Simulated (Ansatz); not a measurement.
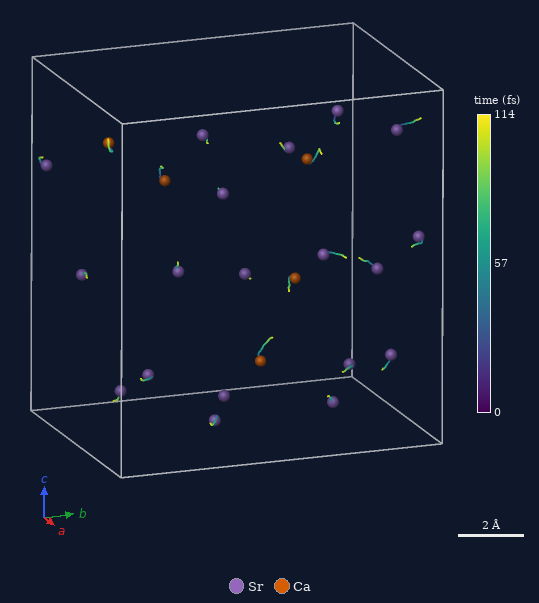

Molecular dynamics of an amorphous cell of composition Sr19Ca5 (24 atoms in the cell), 114 fs long. Lines trace each atom's path, coloured by time; spheres stand at the starting positions. Seen slightly off an axis in the simulation cell.

Method: Ansatz, DFT PBE, scalar-relativistic, plane waves, PAW. Set-up: plane-wave cutoff 420 eV; k-point mesh 1 × 1 × 1; Fermi-Dirac smearing 0.133 eV; volume 0.96 times that of the relaxed crystal; set temperature 1540 K; time step 3 fs.

Input
```yaml
crystal:
  lattice:
    - [10.49788, -0.166876, 0.073854]
    - [-0.166876, 10.389535, 0.221377]
    - [0.073854, 0.221377, 11.199018]
  atoms:
    - { symbol: Sr, position: [0.2888575608, 0.7205628484, 0.7290371253] }
    - { symbol: Sr, position: [0.8118999967, 0.3671433485, 0.7322039686] }
    - { symbol: Sr, position: [0.1381619666, 0.0067704924, 0.7189142764] }
    - { symbol: Sr, position: [0.6111838368, 0.2855535629, 0.4815549825] }
    - { symbol: Sr, position: [0.3319161033, 0.5719081975, 0.3948481925] }
    - { symbol: Sr, position: [0.7957891669, 0.9824640911, 0.548735491] }
    - { symbol: Sr, position: [0.4235067406, 0.2456882508, 0.1579725434] }
    - { symbol: Sr, position: [0.4540166716, 0.4041125953, 0.826258471] }
    - { symbol: Sr, position: [0.1335615772, 0.1197249787, 0.3978909141] }
    - { symbol: Sr, position: [0.2120589844, 0.9324300298, 0.0823552197] }
    - { symbol: Sr, position: [0.5004131685, 0.9967588431, 0.7926525708] }
    - { symbol: Sr, position: [0.9066353865, 0.8663893876, 0.2469435443] }
    - { symbol: Sr, position: [0.2944884086, 0.5188037865, 0.0478915726] }
    - { symbol: Sr, position: [0.966864816, 0.6375920549, 0.5635532086] }
    - { symbol: Sr, position: [0.4979473259, 0.9378972803, 0.4058863064] }
    - { symbol: Sr, position: [0.7114918777, 0.3726652593, 0.0717760127] }
    - { symbol: Sr, position: [0.0764474091, 0.2575517066, 0.0454562362] }
    - { symbol: Sr, position: [0.9639808573, 0.6809302845, 0.9651208475] }
    - { symbol: Sr, position: [0.5919759355, 0.7746603723, 0.0621460802] }
    - { symbol: Ca, position: [0.9687001096, 0.44228944, 0.2815866532] }
    - { symbol: Ca, position: [0.67624597, 0.6312958332, 0.4422858421] }
    - { symbol: Ca, position: [0.8271213809, 0.0060804168, 0.9133867801] }
    - { symbol: Ca, position: [0.6454522307, 0.6765300301, 0.7687610076] }
    - { symbol: Ca, position: [0.1919995452, 0.3606127337, 0.6518936263] }
  symmetry: { detect: false }
basis:
  ecutwfc: 420
  xc_grid: 1
kpoints:
  mp_grid: { grid: [1, 1, 1], shift: [0.25, 0.25, 0.25] }
hamiltonian:
  xc: pbe
scf:
  occupations: { method: fermi_dirac, width: 0.1327 }
  lower_state_search: "off"
  convergence: { dr2_threshold: 1.0e-05 }
output:
  forces: true
  stress: true
md:
  timestep: 3.0
  n_steps: 38
  ensemble: nvt_langevin
  friction: 0.03
  temperature: 1540.0
  initial_velocities: maxwell_boltzmann
  seed: 46215
```

Run as
```bash
ansatz run input.yaml --threads 2 --pin off --max-ram 5120MiB --backend cpu --events-out ev --progress --plain --runs-dir out
```

**What do the traces tell about the motion?**

In the second half of the run the atoms are, in the root-mean-square, this far from where they began (common drift taken out): Ca 0.53 Å, Sr 0.41 Å. The run lasts only 114 fs, too short to tell vibration from diffusion. The mean temperature in the second half is 1735 K (standard deviation 147 K). The potential energy is still drifting at the end, so the run hasn't reached equilibrium. The potential energy in the second half lies on average 11.8 meV per atom above the first frame. The mean pressure there is 2.0 GPa.

Limits of the set-up: the k-point mesh is coarse for a cell with partly filled bands.

Cost: 6.5 min on 2 threads of Arm Neoverse V1, on a shared host, peak memory 1.3 GiB.
